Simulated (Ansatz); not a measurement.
# Si3H7 (SMILES [SiH3][SiH][SiH3]) at UMP2/cc-pVDZ

What is the vertical doublet–quartet gap of Si3H7 at UMP2/cc-pVDZ? 

The calculation is run with Ansatz 0.2.0.

26 further runs of the same task are left out: 26 set aside as unsound or not needed. Runs told in other sessions of the task aren't counted.

**1. The structure to begin with**

Si3H7 has 10 atoms, charge 0, and is taken as a doublet. SMILES: `[SiH3][SiH][SiH3]`. The coordinates come from a PBE0-D4/def2-TZVP relaxation.

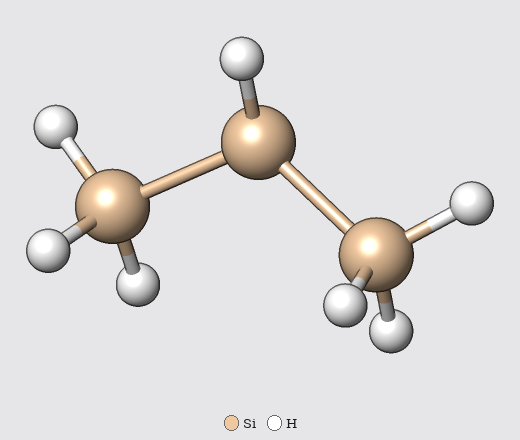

The structure, seen from a chosen angle (silicon light orange, hydrogen white).

**2. The energy at UMP2/cc-pVDZ**

molecule.yaml

```yaml
crystal:
  periodic: [false, false, false]
  atoms:
    - {symbol: Si, position_ang: [-1.326900, 0.854900, -1.209200]}
    - {symbol: Si, position_ang: [0.719400, -0.131600, -0.719600]}
    - {symbol: Si, position_ang: [1.000400, -1.003300, 1.416100]}
    - {symbol: H, position_ang: [-2.411900, -0.065200, -0.777100]}
    - {symbol: H, position_ang: [-1.443700, 1.089800, -2.673000]}
    - {symbol: H, position_ang: [-1.505500, 2.157900, -0.508900]}
    - {symbol: H, position_ang: [1.885800, 0.672200, -1.184600]}
    - {symbol: H, position_ang: [-0.178100, -1.849500, 1.741300]}
    - {symbol: H, position_ang: [1.115000, 0.064100, 2.449300]}
    - {symbol: H, position_ang: [2.228500, -1.840300, 1.468800]}
basis:
  gaussian: {orbitals: cc-pVDZ}
correlation: {method: mp2, frozen_orbitals: {H: 0, Si: 5}}
accuracy: high
magnetization: {spin_polarized: true, initial_magnetization: 1}
```

Launch:

```
ansatz run molecule.yaml --threads 1 --pin off --max-ram 3480MiB --events-out events.jsonl --progress --plain --runs-dir runs
```

The program printed:

```text
Warning: RAYON_NUM_THREADS=1 ignored (pool sized by the plan → 1); use --threads N
Functional definition: HF
  name "HF"
  exchange = exact_x
  correlation = 0
2120 factors; integrals over basis functions are off by at most 3.8e-9 eV
mean field evaluation 1: about -23694.7225 eV, gradient 1.1e1 eV
mean field evaluation 2: about -23694.7395 eV, gradient 1.1e1 eV
mean field evaluation 4: about -23696.3745 eV, gradient 7.5e-1 eV
mean field evaluation 8: about -23696.3868 eV, gradient 7.7e-4 eV
mean field -23696.38675256 eV, -870.8261511688 hartree, gradient 1.0e-8 eV, S^2 0.760642; 0 other end points of the search recorded, 0 dependent functions left out
15 core orbitals not correlated: weight in the atoms' cores, before any rotation towards them, 1.000 or more for the frozen orbitals, at most 0.000 for the correlated occupied ones
reference -23696.38675256 eV, -870.8261511688 hartree; 10, 9 occupied and 64, 65 virtual orbitals, 2120 factors
second order -7.94956882 eV of doubles, -0.00000000 eV of singles
Total energy: -23704.33632138 eV, -871.1182924346 hartree
```

It took 5.4 s on 1 thread of Intel Xeon Platinum 8375C at 2.90GHz (Ice Lake), shared host; peak memory 0.37 GiB.

**3. The quartet at the same level**

in.yaml

```yaml
basis:
  gaussian:
    orbitals: cc-pVDZ
crystal:
  periodic: [false, false, false]
  atoms:
    - symbol: Si
      position_ang: [-1.326900, 0.854900, -1.209200]
    - symbol: Si
      position_ang: [0.719400, -0.131600, -0.719600]
    - symbol: Si
      position_ang: [1.000400, -1.003300, 1.416100]
    - symbol: H
      position_ang: [-2.411900, -0.065200, -0.777100]
    - symbol: H
      position_ang: [-1.443700, 1.089800, -2.673000]
    - symbol: H
      position_ang: [-1.505500, 2.157900, -0.508900]
    - symbol: H
      position_ang: [1.885800, 0.672200, -1.184600]
    - symbol: H
      position_ang: [-0.178100, -1.849500, 1.741300]
    - symbol: H
      position_ang: [1.115000, 0.064100, 2.449300]
    - symbol: H
      position_ang: [2.228500, -1.840300, 1.468800]
magnetization:
  spin_polarized: true
  initial_magnetization: 3
correlation:
  method: mp2
  frozen_orbitals: {H: 0, Si: 5}
accuracy: high
```

Launch:

```
ansatz run in.yaml --threads 1 --pin off --max-ram 3480MiB --events-out events.jsonl --progress --plain --runs-dir runs
```

The program printed:

```text
Warning: RAYON_NUM_THREADS=1 ignored (pool sized by the plan → 1); use --threads N
[... 4 set-up lines as earlier in the session ...]
2120 factors; integrals over basis functions are off by at most 3.8e-9 eV
mean field evaluation 1: about -23687.9936 eV, gradient 1.1e1 eV
mean field evaluation 2: about -23688.0152 eV, gradient 1.1e1 eV
mean field evaluation 4: about -23690.0049 eV, gradient 1.5e0 eV
mean field evaluation 8: about -23690.1046 eV, gradient 2.5e-1 eV
mean field evaluation 16: about -23690.1146 eV, gradient 2.5e-8 eV
mean field evaluation 32: about -23690.1099 eV, gradient 3.3e-1 eV
mean field -23690.11464290 eV, -870.5956553902 hartree, gradient 4.4e-8 eV, S^2 3.765285; 9 other end points of the search recorded, 0 dependent functions left out
15 core orbitals not correlated: weight in the atoms' cores, before any rotation towards them, 1.000 or more for the frozen orbitals, at most 0.000 for the correlated occupied ones
reference -23690.11464290 eV, -870.5956553902 hartree; 11, 8 occupied and 63, 66 virtual orbitals, 2120 factors
second order -7.91299125 eV of doubles, -0.00000000 eV of singles
Total energy: -23698.02763415 eV, -870.8864524549 hartree
```

It took 11 s on 1 thread of Intel Xeon Platinum 8375C at 2.90GHz (Ice Lake), shared host; peak memory 0.37 GiB.

**4. Outcome**

At UMP2/cc-pVDZ, 15 core orbitals frozen:

```
                                             quantity          value
                                doublet: total energy  -871.11829 Eh
doublet: correlation energy (15 core orbitals frozen)     -292.1 mEh
           doublet: ⟨S²⟩ of the reference determinant          0.761
                                quartet: total energy  -870.88645 Eh
quartet: correlation energy (15 core orbitals frozen)     -290.8 mEh
           quartet: ⟨S²⟩ of the reference determinant          3.765
     vertical energy of the quartet above the doublet       6.309 eV
```

**Reading.** At this shape the quartet lies 6.31 eV (145 kcal/mol) above the doublet.
